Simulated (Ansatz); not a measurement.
**Profile along the Cd–Se line in CdSe (wurtzite)**

CdSe (wurtzite)

```xyz
4
Lattice="4.3829 0.0000 0.0000 -2.1914 3.7957 0.0000 0.0000 0.0000 7.1547" Properties=species:S:1:pos:R:3 pbc="T T T"
Cd     2.1914     1.2652     0.0034
Cd     0.0000     2.5305     3.5807
Se     2.1914     1.2652     4.4697
Se     0.0000     2.5305     0.8924
```

Fields along a shortest Cd–Se line of a (1 -1 0 0) plane (2.69 Å), from Cd to Se, interpolated on the slice's grid (step about 0.3 Å). Computed with PBE (plane waves to 420 eV, PAW, scalar-relativistic; Ansatz, a quantum-chemistry and plane-wave program). k mesh 9×9×5. These are valence fields of a PAW run, semicore shells included where kept as valence: close to a nucleus they are smooth pseudo fields. CdSe was relaxed with its symmetry unable to fall. The PAW data are Ansatz's earlier set.

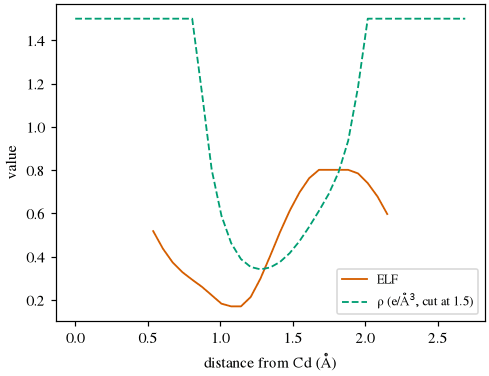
Figure: ELF (away from the nuclei) and valence density from Cd to Se.

Density on the Cd–Se line (2.69 Å) at its density minimum, 1.3 Å from Cd: 0.34 e/Å³. ELF at that point: 0.3. ELF maximum in the middle third of the Cd–Se line: 0.80, 1.7 Å from Cd.
